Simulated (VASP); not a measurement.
Band structure of SiC (relaxed from the layered h-BN type structure, space group P6_3/mmc). All values below come from PBEsol GGA, VASP's PBE PAW potentials (set 64) (plane waves; VASP).

Without a dispersion term in the relaxation, distances and binding between the weakly bound layers, chains or molecules are unreliable, and so is what depends on them.

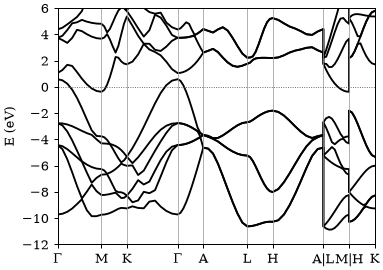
Fig. 1. Bands along high-symmetry lines, zero at the valence-band maximum or, without a gap, the Fermi level

Q: Read the plot: is there a gap, and where are the band edges?

A: It has no gap at this level: it comes out as a metal or semimetal. (Edges off the drawn lines would not show.)

The structure was generated: SiC was put into the layered h-BN type type (P6_3/mmc), which need not be its known phase. It was relaxed first, which changed the volume by -41 %.
